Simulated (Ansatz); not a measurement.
Input file:

```
crystal:
  periodic: [false, false, false]
  atoms:
    - symbol: C
      position_ang: [-0.369807, -1.734146, -0.677771]
    - symbol: C
      position_ang: [0.139270, -0.302860, -0.601412]
    - symbol: C
      position_ang: [0.402340, 0.136266, 0.830891]
    - symbol: Al
      position_ang: [-2.375748, 0.987164, -0.914979]
    - symbol: O
      position_ang: [-0.762884, 0.573874, -1.227489]
    - symbol: O
      position_ang: [-3.176399, 2.108027, -1.903471]
    - symbol: O
      position_ang: [-3.190970, 0.276661, 0.393640]
    - symbol: H
      position_ang: [0.359597, -2.445129, -0.260030]
    - symbol: H
      position_ang: [-1.310347, -1.833407, -0.110258]
    - symbol: H
      position_ang: [-0.562137, -2.014878, -1.724456]
    - symbol: H
      position_ang: [1.089283, -0.240146, -1.165378]
    - symbol: H
      position_ang: [1.164749, -0.494618, 1.313346]
    - symbol: H
      position_ang: [-0.524804, 0.069889, 1.424608]
    - symbol: H
      position_ang: [0.756122, 1.178282, 0.851041]
    - symbol: H
      position_ang: [-2.765882, 2.539436, -2.654307]
    - symbol: H
      position_ang: [-4.101340, 0.466091, 0.625026]
basis:
  gaussian:
    orbitals: def2-SVPD
hamiltonian:
  xc: {name: PBE0}
output: {forces: true, orbitals: {seedname: orbitals}}
```

Command:

```sh
ansatz run input.yaml --threads 2 --pin off --max-ram 6090MiB --events-out events.jsonl --progress --plain --runs-dir runs
```

Geometry: PBE0-D4/def2-SVP.

The calculation used Ansatz, isolated molecule in a Gaussian basis; Kohn-Sham density functional theory, functional PBE0.

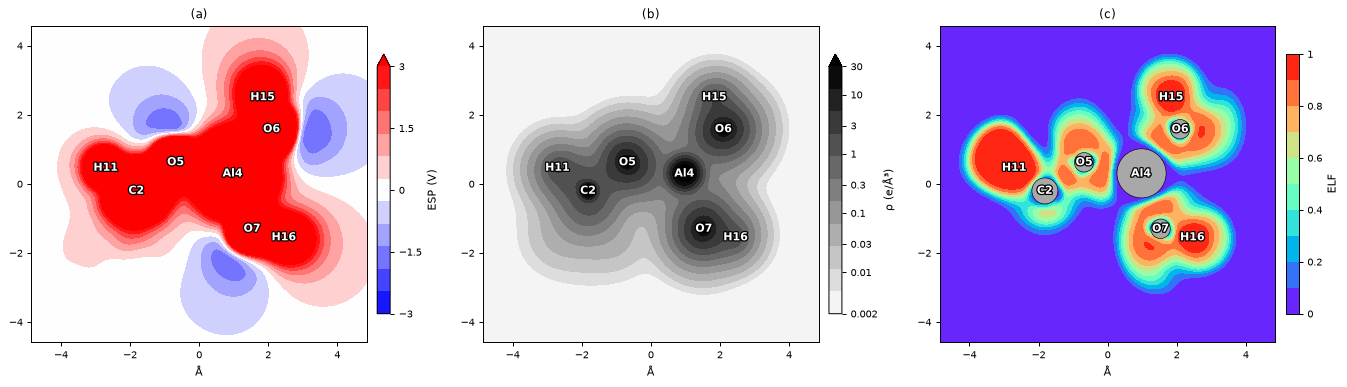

C3H9AlO3 (SMILES CC(C)[O][Al]([OH])[OH]). (a) electrostatic potential; (b) electron density; (c) ELF on the plane of atoms O5, Al4 and O7. Grey discs cover the atomic cores in the ELF map.

Q: What does the map show?

A: The section cuts through C, Al, O and H sites.
C–O (1.41 Å): ρ is about 2 e/Å³ halfway, with its minimum of 1.7 e/Å³ about 0.5 Å from C; the ELF peaks at about 0.85 between the atoms: a shared but strongly polarised pair.
Al–O (1.69 Å): ρ is about 0.84 e/Å³ halfway; the ELF peaks at about 0.90 in the valence shell of O, 0.6 Å from its nucleus, and is about 0.30 at the midpoint.
O–H (0.96 Å): ρ at the midpoint is about 3.7 e/Å³; the ELF climbs to about 1 towards the hydrogen, as it does in any bond to H: an ordinary covalent bond to hydrogen.
C–H (1.11 Å): the density is about 2 e/Å³ at the midpoint; the ELF climbs to about 1 towards the hydrogen (an ordinary covalent bond to hydrogen).
The ELF also peaks beside O7, O5 and O6, away from the bonds: lone-pair regions.
Outside the dense part of the molecule the potential is most negative (−1.9 V) near O5.
